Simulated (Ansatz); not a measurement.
## Electronic structure of C$_{2}$H$_{7}$FInN (SMILES C[N](C)[InH][F]) in real space

The calculation's input:

```
crystal:
  periodic: [false, false, false]
  atoms:
    - {symbol: C, position_ang: [-1.029889, -0.888525, 0.224401]}
    - {symbol: N, position_ang: [0.075817, 0.011919, 0.014543]}
    - {symbol: C, position_ang: [1.301244, -0.432517, 0.622494]}
    - {symbol: In, position_ang: [-0.131601, 1.696083, -1.026095]}
    - {symbol: F, position_ang: [-2.014043, 1.731353, -1.581500]}
    - {symbol: H, position_ang: [-1.241524, -1.020607, 1.296133]}
    - {symbol: H, position_ang: [-0.818915, -1.885800, -0.190053]}
    - {symbol: H, position_ang: [-1.933735, -0.507958, -0.254188]}
    - {symbol: H, position_ang: [1.196056, -0.544952, 1.712415]}
    - {symbol: H, position_ang: [2.115687, 0.273971, 0.442724]}
    - {symbol: H, position_ang: [1.618732, -1.409822, 0.227926]}
    - {symbol: H, position_ang: [0.862161, 2.976855, -1.488802]}
basis:
  gaussian: {orbitals: def2-TZVPP}
hamiltonian: {xc: pbe0, dispersion: d4}
output: {orbitals: {seedname: orbitals}}
```

Run with:

```sh
ansatz run in.yaml --threads 4 --pin off --events-out ev --progress --plain --max-ram 10444MiB
```

Geometry: PBE0-D4/def2-TZVP; core potentials replace the inner electrons of In.

Theory: RKS PBE0-D4/def2-TZVPP (Ansatz).

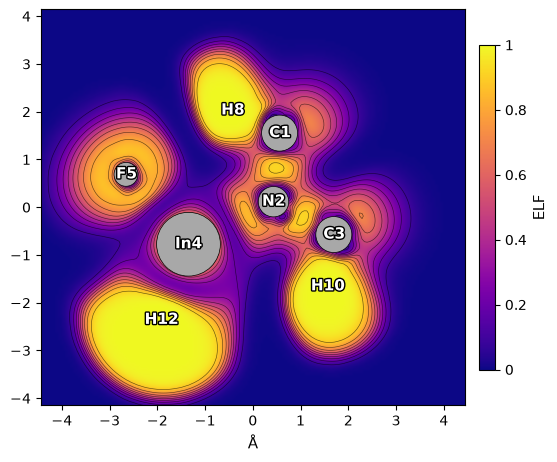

Figure 1. ELF on the plane of atoms C1, N2 and In4. Grey discs cover the atomic cores.

Interpret the plot.

Answer. Atoms in the plane: C, N, In, F and H. C–N (1.44 Å): the ELF peaks at about 0.90 between the atoms; a covalent bond. In–F (1.96 Å): the ELF peaks at about 0.85 in the valence shell of F, 0.5 Å from its nucleus, and drops to about 0.15 between the two atoms. In–N (1.99 Å): the ELF peaks at about 0.85 in the valence shell of N, 0.6 Å from its nucleus, and drops to about 0.20 between the two atoms. C–H (1.09 Å): the ELF climbs to about 1 towards the hydrogen, as it does in any bond to H; a covalent bond by its length. In–H (1.69 Å): the ELF climbs to about 1 towards the hydrogen. The ELF also peaks beside F5, away from the bonds: lone-pair regions.

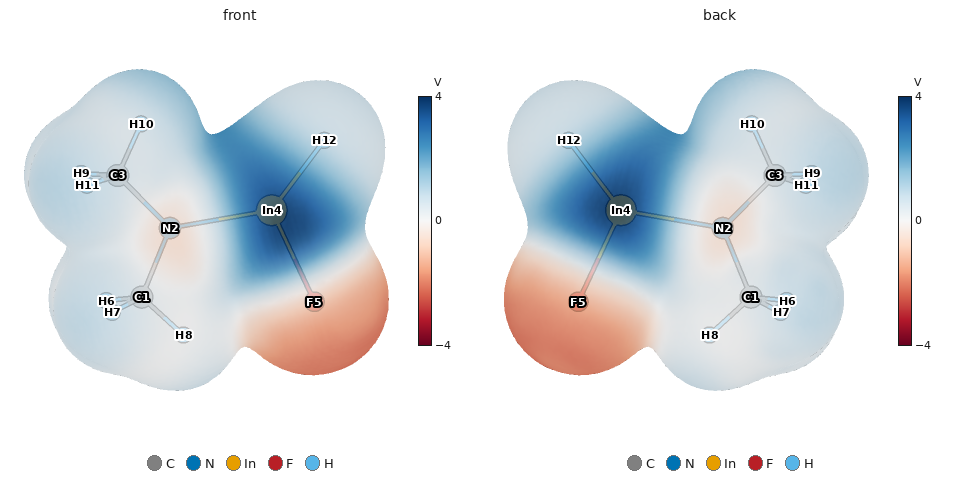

Figure 2. The molecular electrostatic potential painted on the density surface at 0.004 e/bohr³, seen from the front and from behind; the colour scale runs from red (negative) to blue (positive).

Which sites attract a positive test charge, and which a negative one?

Answer. A positive charge is drawn to the negative regions and a negative charge to the positive ones. The most negative region (about −2.1 V) lies over F5, the most positive (about +3.8 V) over In4.

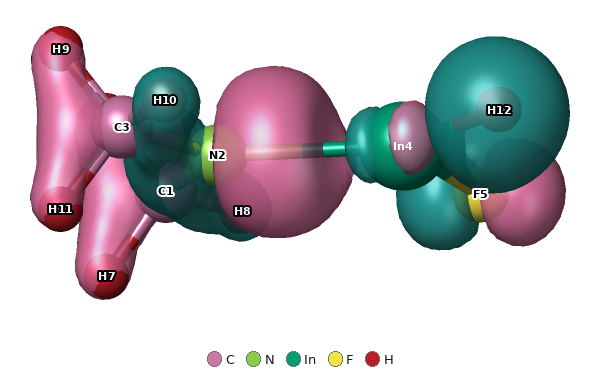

Figure 3. The HOMO−1 at ±0.15 Å⁻³ᐟ² (teal and pink are the two phases), seen from one side.

What is the character of this orbital?

Answer. It lies mainly on N2 (about 25 %), In4 (about 20 %), H12 (about 15 %), F5 (about 15 %), C1 (about 10 %) and C3 (about 5 %). Its energy is −8.89 eV.
